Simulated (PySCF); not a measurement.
FH9OSi4

The calculation's input:

```
{"job": {"kind": "nmr", "xc": "PBE0", "basis": "pcSseg-1"}, "charge": 0, "multiplicity": 1}
O     -1.455657     1.200934    -1.592875
Si    -1.269343     0.746090    -0.031584
Si    -2.038962    -1.427249    -0.067572
Si     0.959462     1.107296     0.554827
F      1.427918     2.316078    -0.451467
Si     2.525873    -0.572292     0.295497
H     -1.137396     2.035696    -1.927430
H     -2.128072     1.643532     0.776488
H     -3.242811    -1.594953     0.751613
H     -2.369296    -1.945956    -1.394975
H     -1.031640    -2.334468     0.501489
H      1.115206     1.821204     1.830402
H      2.301985    -1.340801    -0.934223
H      3.923191    -0.131940     0.254853
H      2.415127    -1.515180     1.413044
```

Run with:

```sh
OMP_NUM_THREADS=1 python probes_run.py task.json out
```

Geometry: GFN2-xTB.

All numbers below come from PBE0/pcSseg-1, SCF density, gas phase, non-relativistic (PySCF).

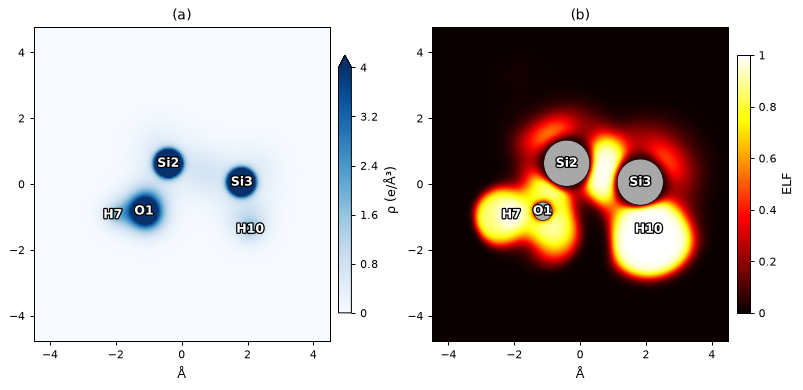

Figure 1. (a) total electron density; (b) electron localisation function on the plane of atoms Si2, Si3 and H10. Grey discs cover the atomic cores in the ELF map.

### Describe what can be read from this map.

Atoms in the plane: O, Si and H. Si–O (1.64 Å): ρ at the midpoint is about 1.1 e/Å³; the ELF peaks at about 0.85 between the atoms (a shared but strongly polarised pair). Si–Si (2.31 Å): ρ is about 0.69 e/Å³ halfway; the ELF peaks at about 1 between the atoms: a shared electron pair. O–H (0.95 Å): ρ is about 3.7 e/Å³ halfway; the ELF climbs to about 1 towards the hydrogen, as it does in any bond to H: a covalent bond by its length. Si–H (1.46 Å): ρ at the midpoint is about 0.8 e/Å³; the ELF climbs to about 1 towards the hydrogen. The ELF also peaks beside O1, away from the bonds: lone-pair regions.

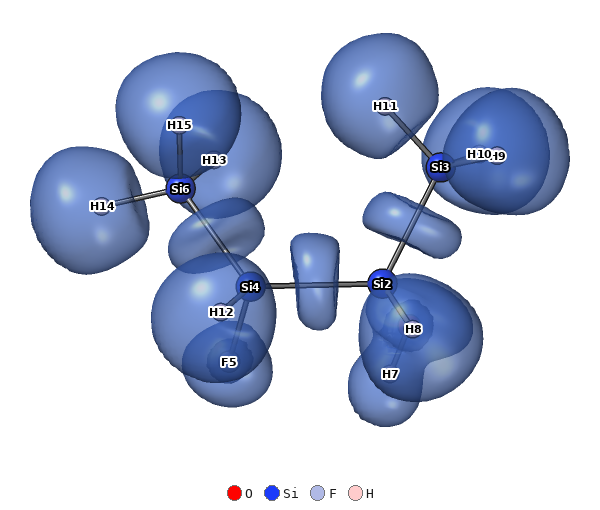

Figure 2. Isosurface of the electron localisation function at 0.75 (blue), seen across its widest extent. Core shells and regions of very low density are left out.

### What do the ELF domains correspond to?

The surface consists of three regions between bonded Si–Si atoms (shared pairs), eight regions around hydrogen nuclei, one region wrapped around F (its lone pairs, merged into a ring or cap) and one joined region spread over several atoms (H, O), in which their bonds and any lone pairs are merged. Profiles from the grid: Si–F (1.64 Å): the ELF peaks at about 0.80 in the valence shell of F, 0.6 Å from its nucleus, and is about 0.50 at the midpoint.

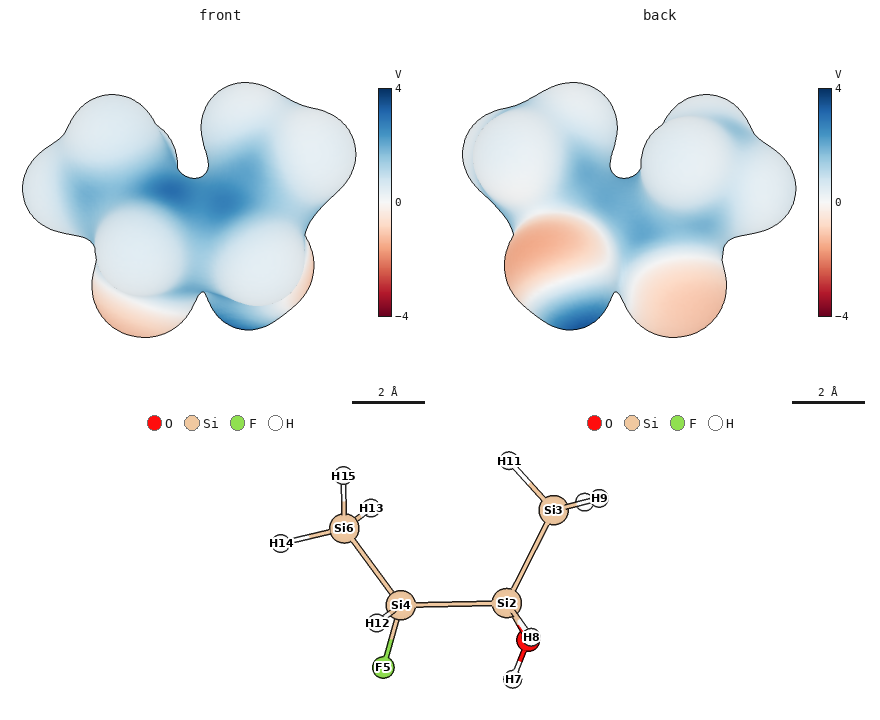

Figure 3. The electrostatic potential painted on the density surface at 0.004 e/bohr³, seen from the front and from behind; the colour scale runs from red (negative) to blue (positive). The bare structure is drawn below in the same view.

### Where is the surface potential most negative and most positive?

The most negative region (about −1.4 V) lies over O1, the most positive (about +3.1 V) over H7. O1 is the likeliest acceptor of a hydrogen bond.

### What dipole moment does the calculation give?

Its dipole moment is 0.86 D.
